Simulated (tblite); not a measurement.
**Geometry relaxation, with input and output: C$_{3}$H$_{8}$GeS$_{2}$ (part 1 of 4)**

The run: geometry relaxation of C$_{3}$H$_{8}$GeS$_{2}$, SMILES C=C[S][GeH2][S]C. Method and program: GFN2-xTB geometry optimisation, gas phase (tblite 0.8.0).

It belongs to a series of runs on one base structure; here: Si replaced by Ge.

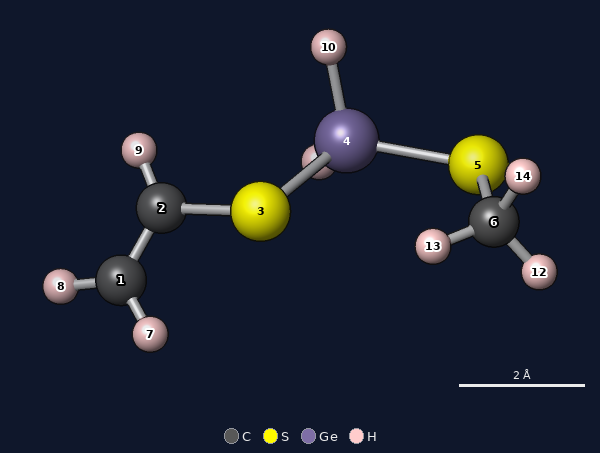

Fig. 1: The structure as given in the input (ball-and-stick view, seen at a tilt; atoms are numbered from 1 in the order of the input). Sticks mark near contacts.

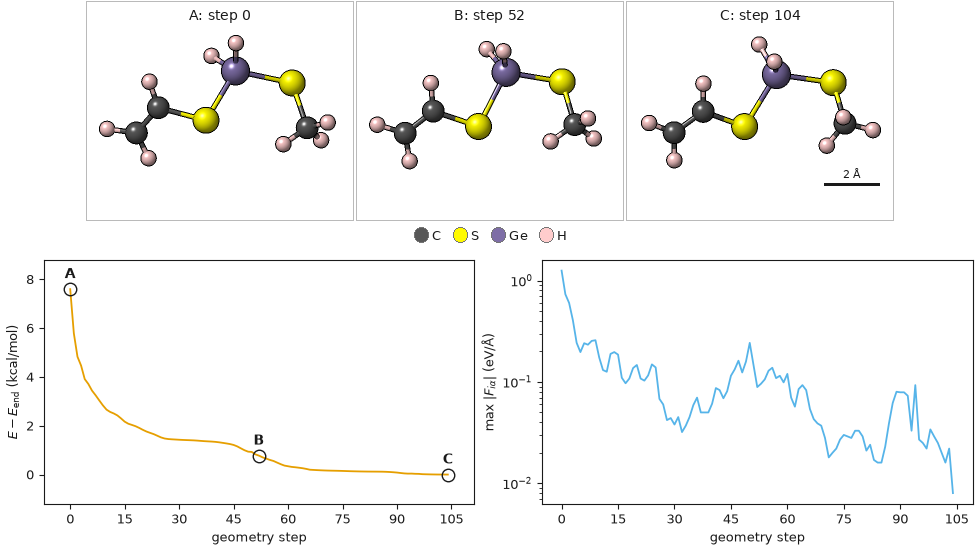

Fig. 2: Frames of the relaxation (ball-and-stick view, seen at a tilt) above the curves, on which the letters mark them (steps are counted from 0).

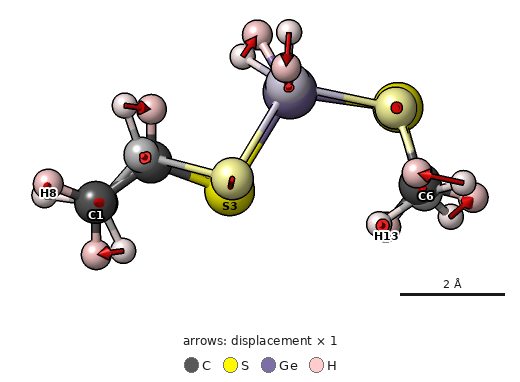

Fig. 3: Start (faint) and end (solid) with the displacements as red arrows, at true length (ball-and-stick view, seen at a tilt). The two geometries are laid on each other by the best rigid fit. After 104 geometry steps the energy has fallen by 7.59 kcal/mol. The largest force component goes from 1.3 to 0.008 eV/Å. S3 moves most after the best rigid fit: 1.16 Å. Largest moves by element: S 1.16 Å, H 0.98 Å, C 0.38 Å, Ge 0.24 Å. Among the contacts that change: C2–S3 1.808 → 1.766 Å, C6–H14 1.125 → 1.086 Å, C6–H13 1.120 → 1.086 Å, C6–H12 1.112 → 1.084 Å. Among the angles that change: Ge4–S5–C6 113.0° → 99.7°, C1–C2–S3 115.5° → 122.1°, S5–Ge4–H11 115.1° → 108.7°. (Atoms are counted from 1 in the order of the input.)

The input and output of the run follow.

**Input file**
```
{"job": {"kind": "relax", "xc": "GFN2-xTB", "basis": "xTB"}, "charge": 0, "multiplicity": 1}
C     -2.700000    -0.738100     1.564000
C     -2.195200     0.366800     1.013600
S     -0.391900     0.424700     0.894600
Ge    -0.017700     1.112900    -1.211800
S      2.036800     0.714700    -1.874000
C      3.123900     0.182900    -0.525500
H     -2.008300    -1.500500     1.880000
H     -3.766500    -0.890600     1.704100
H     -2.776500     1.193600     0.668600
H     -0.231600     2.654900    -1.183100
H     -1.115700     0.465200    -2.067700
H      3.679700    -0.697600    -0.915300
H      2.524400    -0.046300     0.392100
H      3.838000     1.036900    -0.361800
```

The first line tells a small driver script what to run in tblite; the rest is the geometry in Å.

Launch command:
```bash
OMP_NUM_THREADS=1 python <driver script> task.json out
```

**Log**
```
step      E/eV     max force
  0    -514.66996    1.366
  1    -514.74845    0.883
  2    -514.78998    0.721
  3    -514.80581    0.552
  4    -514.82970    0.273
  5    -514.83843    0.245
  6    -514.85012    0.307
  7    -514.85848    0.255
  8    -514.86755    0.294
  9    -514.87637    0.279
 10    -514.88394    0.208
 11    -514.88802    0.161
 12    -514.89075    0.162
 13    -514.89427    0.222
 14    -514.89954    0.218
 15    -514.90529    0.196
 16    -514.90897    0.115
 17    -514.91112    0.099
 18    -514.91339    0.123
 19    -514.91640    0.151
 20    -514.91982    0.151
 21    -514.92283    0.124
 22    -514.92519    0.113
 23    -514.92747    0.116
 24    -514.93034    0.153
 25    -514.93327    0.143
 26    -514.93522    0.086
 27    -514.93618    0.061
 28    -514.93665    0.051
 29    -514.93703    0.058
 30    -514.93742    0.051
 31    -514.93775    0.049
 32    -514.93801    0.037
 33    -514.93825    0.046
 34    -514.93853    0.049
 35    -514.93895    0.069
 36    -514.93948    0.081
 37    -514.93996    0.061
 38    -514.94033    0.054
 39    -514.94068    0.057
 40    -514.94119    0.080
 41    -514.94198    0.099
 42    -514.94295    0.113
 43    -514.94395    0.103
 44    -514.94508    0.099
 45    -514.94666    0.150
 46    -514.94921    0.195
 47    -514.95269    0.174
 48    -514.95604    0.147
 49    -514.95858    0.174
 50    -514.95910    0.365
 51    -514.96337    0.222
 52    -514.96570    0.124
 53    -514.96875    0.103
 54    -514.97094    0.113
 55    -514.97327    0.137
 56    -514.97517    0.177
 57    -514.97806    0.114
 58    -514.98089    0.146
 59    -514.98333    0.107
 60    -514.98449    0.121
 61    -514.98566    0.078
 62    -514.98631    0.072
 63    -514.98711    0.100
 64    -514.98800    0.113
 65    -514.98921    0.100
 66    -514.99065    0.062
 67    -514.99103    0.048
 68    -514.99138    0.047
 69    -514.99169    0.044
 70    -514.99197    0.030
 71    -514.99218    0.028
 72    -514.99234    0.027
 73    -514.99248    0.027
 74    -514.99263    0.030
 75    -514.99282    0.037
 76    -514.99305    0.039
 77    -514.99328    0.042
 78    -514.99346    0.036
 79    -514.99362    0.038
 80    -514.99375    0.032
 81    -514.99386    0.024
 82    -514.99395    0.030
 83    -514.99400    0.018
 84    -514.99404    0.018
 85    -514.99410    0.018
 86    -514.99418    0.025
 87    -514.99439    0.043
 88    -514.99471    0.066
 89    -514.99516    0.084
 90    -514.99571    0.090
 91    -514.99650    0.088
 92    -514.99721    0.078
 93    -514.99759    0.039
 94    -514.99753    0.098
 95    -514.99791    0.031
 96    -514.99804    0.038
 97    -514.99857    0.026
 98    -514.99877    0.036
 99    -514.99893    0.029
100    -514.99906    0.028
101    -514.99916    0.023
102    -514.99922    0.017
103    -514.99923    0.024
104    -514.99926    0.009
```

**Trajectory as extended XYZ (Å, eV, eV/Å), 58 of the 105 frames kept, from step=0 to step=104**
```
14
Properties=species:S:1:pos:R:3:forces:R:3 step=0 energy=-514.66996
C    -2.7000   -0.7381    1.5640    0.0710   0.7500  -0.3640
C    -2.1952    0.3668    1.0136    0.4300  -1.2540   0.3300
S    -0.3919    0.4247    0.8946   -0.4060   0.1700   0.0160
Ge   -0.0177    1.1129   -1.2118   -0.4460   0.3220   0.7340
S     2.0368    0.7147   -1.8740    0.0160  -0.0130  -0.8750
C     3.1239    0.1829   -0.5255    0.4650   0.1820   0.7350
H    -2.0083   -1.5005    1.8800   -0.2320  -0.1320   0.0590
H    -3.7665   -0.8906    1.7041    0.3690   0.0850   0.0170
H    -2.7765    1.1936    0.6686    0.0450   0.2970  -0.1460
H    -0.2316    2.6549   -1.1831   -0.0740  -0.3130  -0.2030
H    -1.1157    0.4652   -2.0677    0.2080   0.1360  -0.0850
H     3.6797   -0.6976   -0.9153   -0.4550   0.5840   0.5040
H     2.5244   -0.0463    0.3921    0.6990   0.1470  -0.8120
H     3.8380    1.0369   -0.3618   -0.6880  -0.9600   0.0910
14
Properties=species:S:1:pos:R:3:forces:R:3 step=2 energy=-514.78998
C    -2.7023   -0.7342    1.5619    0.3680   0.1890  -0.1380
C    -2.1791    0.3493    1.0117   -0.2040  -0.1120  -0.1060
S    -0.4042    0.4304    0.8970    0.0560   0.0570   0.2090
Ge   -0.0326    1.1241   -1.1862   -0.0040   0.0590   0.1830
S     2.0372    0.7134   -1.9030   -0.0610  -0.0840  -0.1200
C     3.1356    0.1883   -0.5078   -0.3970  -0.0190  -0.6010
H    -2.0199   -1.5035    1.8814   -0.1850  -0.1730   0.0770
H    -3.7532   -0.8865    1.7045   -0.1160   0.0770   0.0470
H    -2.7685    1.1964    0.6663    0.3360  -0.1810   0.0250
H    -0.2348    2.6439   -1.1909   -0.1090  -0.0700  -0.1500
H    -1.1073    0.4709   -2.0707    0.1920   0.1490  -0.0210
H     3.6641   -0.6778   -0.8965   -0.0370  -0.0050   0.2120
H     2.5474   -0.0418    0.3667   -0.0170  -0.0400   0.1330
H     3.8168    1.0065   -0.3566    0.1770   0.1520   0.2510
14
Properties=species:S:1:pos:R:3:forces:R:3 step=4 energy=-514.82970
C    -2.6932   -0.7318    1.5583   -0.1680  -0.2030   0.0720
C    -2.1771    0.3421    1.0007    0.2430  -0.0970  -0.0200
S    -0.4042    0.4367    0.9119    0.1710   0.0410   0.1810
Ge   -0.0365    1.1308   -1.1657    0.1850  -0.0860  -0.0390
S     2.0313    0.7077   -1.9221   -0.2090  -0.0320  -0.0370
C     3.1157    0.1952   -0.5334   -0.0430   0.1650   0.0760
H    -2.0352   -1.5164    1.8871   -0.0650  -0.1270   0.0520
H    -3.7499   -0.8785    1.7067    0.0150   0.1080  -0.0060
H    -2.7460    1.1887    0.6655    0.0250   0.1350  -0.1300
H    -0.2437    2.6364   -1.2039   -0.1140   0.0880  -0.0980
H    -1.0912    0.4831   -2.0730    0.1400   0.1110   0.0120
H     3.6575   -0.6741   -0.8780    0.0300  -0.1460  -0.0360
H     2.5547   -0.0421    0.3634   -0.1380   0.0270  -0.0450
H     3.8171    1.0019   -0.3397   -0.0740   0.0150   0.0210
14
Properties=species:S:1:pos:R:3:forces:R:3 step=5 energy=-514.83843
C    -2.6922   -0.7339    1.5580   -0.1570  -0.1520   0.0460
C    -2.1725    0.3374    0.9970    0.1970  -0.0750   0.0250
S    -0.4014    0.4395    0.9199    0.1960   0.0280   0.1440
Ge   -0.0348    1.1316   -1.1594    0.1870  -0.0760  -0.0650
S     2.0258    0.7052   -1.9292   -0.1730  -0.0320   0.0020
C     3.1088    0.1998   -0.5404    0.0830   0.0490   0.1960
H    -2.0415   -1.5227    1.8898   -0.0360  -0.1210   0.0500
H    -3.7489   -0.8741    1.7074   -0.0140   0.1010  -0.0170
H    -2.7380    1.1885    0.6629    0.0280   0.0840  -0.1200
H    -0.2486    2.6354   -1.2098   -0.1040   0.1010  -0.0750
H    -1.0835    0.4890   -2.0736    0.1120   0.0830   0.0160
H     3.6556   -0.6749   -0.8723   -0.0180  -0.0680  -0.0690
H     2.5549   -0.0417    0.3613   -0.1820   0.0520  -0.0840
H     3.8157    1.0005   -0.3338   -0.1180   0.0250  -0.0490
14
Properties=species:S:1:pos:R:3:forces:R:3 step=7 energy=-514.85848
C    -2.6925   -0.7427    1.5572    0.0500   0.0490  -0.0450
C    -2.1559    0.3231    0.9915    0.0340   0.0040   0.1230
S    -0.3834    0.4471    0.9456    0.0990  -0.0110  -0.0170
Ge   -0.0216    1.1313   -1.1477    0.0190   0.0890   0.0230
S     2.0068    0.6966   -1.9437    0.1320  -0.0870   0.1060
C     3.0982    0.2077   -0.5471    0.1070  -0.1600   0.1670
H    -2.0589   -1.5440    1.8990   -0.0520  -0.0310   0.0220
H    -3.7505   -0.8583    1.7078   -0.0600   0.0660  -0.0550
H    -2.7146    1.1874    0.6517    0.1300  -0.1660  -0.0280
H    -0.2657    2.6379   -1.2276   -0.0460   0.0240  -0.0070
H    -1.0597    0.5067   -2.0740    0.0290  -0.0150   0.0090
H     3.6480   -0.6773   -0.8630   -0.0850   0.0880  -0.0940
H     2.5427   -0.0373    0.3523   -0.2330   0.0660  -0.0650
H     3.8064    1.0013   -0.3241   -0.1230   0.0850  -0.1390
14
Properties=species:S:1:pos:R:3:forces:R:3 step=9 energy=-514.87637
C    -2.6919   -0.7501    1.5551    0.1050   0.0990  -0.0120
C    -2.1353    0.3114    0.9971    0.0470   0.0170   0.1060
S    -0.3584    0.4522    0.9667   -0.0560  -0.0530  -0.1280
Ge   -0.0064    1.1368   -1.1384   -0.1340   0.1790   0.0910
S     1.9999    0.6821   -1.9455    0.2580  -0.0830   0.0650
C     3.0949    0.2054   -0.5398   -0.1280  -0.0470  -0.0680
H    -2.0777   -1.5646    1.9086   -0.0870   0.0590  -0.0010
H    -3.7560   -0.8387    1.7029    0.0420   0.0390  -0.1070
H    -2.6860    1.1755    0.6385    0.1390  -0.2020   0.0280
H    -0.2843    2.6439   -1.2430    0.0220  -0.0360   0.0510
H    -1.0369    0.5205   -2.0732   -0.0210  -0.0830   0.0140
H     3.6377   -0.6771   -0.8650   -0.0120   0.0410  -0.0080
H     2.5105   -0.0287    0.3414   -0.1240   0.0100   0.0360
H     3.7892    1.0108   -0.3275   -0.0530   0.0610  -0.0690
14
Properties=species:S:1:pos:R:3:forces:R:3 step=11 energy=-514.88802
C    -2.6886   -0.7512    1.5546    0.0290   0.0240   0.0560
C    -2.1161    0.3046    1.0072    0.0830  -0.0070   0.0130
S    -0.3437    0.4519    0.9729    0.0010  -0.0800  -0.0930
Ge   -0.0024    1.1498   -1.1290   -0.0340   0.0420  -0.0390
S     2.0079    0.6685   -1.9432   -0.0270   0.0280  -0.0580
C     3.0870    0.2024   -0.5350   -0.1310   0.0580  -0.0740
H    -2.0945   -1.5750    1.9153   -0.0310   0.0280   0.0310
H    -3.7561   -0.8229    1.6923    0.0640   0.0330  -0.1190
H    -2.6602    1.1578    0.6303    0.0330  -0.0210   0.0020
H    -0.2953    2.6473   -1.2496    0.0380   0.0350   0.0740
H    -1.0232    0.5243   -2.0713   -0.0250  -0.0810   0.0430
H     3.6305   -0.6752   -0.8672    0.0310  -0.0120   0.0920
H     2.4815   -0.0222    0.3353    0.0080  -0.0270   0.0530
H     3.7727    1.0195   -0.3348   -0.0370  -0.0180   0.0190
14
Properties=species:S:1:pos:R:3:forces:R:3 step=13 energy=-514.89427
C    -2.6838   -0.7488    1.5580   -0.0030  -0.0140   0.0330
C    -2.1017    0.3009    1.0125    0.0310  -0.0050  -0.0470
S    -0.3365    0.4454    0.9685    0.1380  -0.0800  -0.0320
Ge   -0.0040    1.1594   -1.1267    0.0590  -0.0790  -0.1200
S     2.0094    0.6645   -1.9480   -0.1890   0.0740  -0.0900
C     3.0742    0.2042   -0.5379    0.0190   0.0020   0.0580
H    -2.1049   -1.5781    1.9213    0.0430  -0.0370   0.0750
H    -3.7515   -0.8129    1.6782   -0.0150   0.0340  -0.0810
H    -2.6447    1.1472    0.6269   -0.0190   0.0820  -0.0250
H    -0.2975    2.6512   -1.2470    0.0210   0.0910   0.0690
H    -1.0187    0.5198   -2.0672   -0.0320  -0.0500   0.0490
H     3.6281   -0.6733   -0.8598   -0.0200   0.0170   0.0900
H     2.4696   -0.0210    0.3354    0.0270  -0.0090  -0.0080
H     3.7614    1.0212   -0.3364   -0.0610  -0.0250   0.0300
14
Properties=species:S:1:pos:R:3:forces:R:3 step=15 energy=-514.90529
C    -2.6724   -0.7447    1.5668   -0.0090  -0.0300  -0.0630
C    -2.0695    0.2921    1.0192   -0.0430  -0.0100  -0.1090
S    -0.3081    0.4251    0.9574    0.1860  -0.0590   0.0150
Ge   -0.0021    1.1728   -1.1317    0.0500  -0.1220  -0.0740
S     1.9976    0.6612   -1.9643   -0.1140   0.0300  -0.0230
C     3.0479    0.2075   -0.5405    0.1290  -0.0520   0.1240
H    -2.1235   -1.5883    1.9409    0.0750  -0.0250   0.0940
H    -3.7443   -0.7885    1.6419   -0.0490   0.0190   0.0060
H    -2.6123    1.1314    0.6175    0.0050   0.1120  -0.0210
H    -0.3008    2.6670   -1.2359    0.0090   0.0440   0.0530
H    -1.0120    0.5066   -2.0544   -0.0760   0.0030   0.0180
H     3.6209   -0.6686   -0.8376   -0.1020   0.0400   0.0140
H     2.4449   -0.0190    0.3355    0.0020   0.0250  -0.0740
H     3.7329    1.0251   -0.3369   -0.0640   0.0270   0.0400
14
Properties=species:S:1:pos:R:3:forces:R:3 step=16 energy=-514.90897
C    -2.6683   -0.7438    1.5691    0.0050  -0.0210  -0.0950
C    -2.0580    0.2887    1.0198   -0.0260  -0.0200  -0.1100
S    -0.2932    0.4154    0.9526    0.1000  -0.0480   0.0130
Ge   -0.0002    1.1751   -1.1361   -0.0010  -0.0830  -0.0050
S     1.9910    0.6607   -1.9702    0.0010  -0.0140   0.0190
C     3.0401    0.2079   -0.5390    0.0740  -0.0160   0.0630
H    -2.1286   -1.5921    1.9504    0.0480   0.0260   0.0710
H    -3.7425   -0.7789    1.6276   -0.0150   0.0070   0.0370
H    -2.6003    1.1280    0.6135    0.0460   0.0780  -0.0080
H    -0.3014    2.6743   -1.2297    0.0120  -0.0180   0.0460
H    -1.0118    0.5009   -2.0489   -0.0920   0.0200   0.0000
H     3.6165   -0.6666   -0.8293   -0.0920   0.0110  -0.0220
H     2.4349   -0.0179    0.3347   -0.0170   0.0260  -0.0580
H     3.7209    1.0278   -0.3366   -0.0410   0.0520   0.0500
```
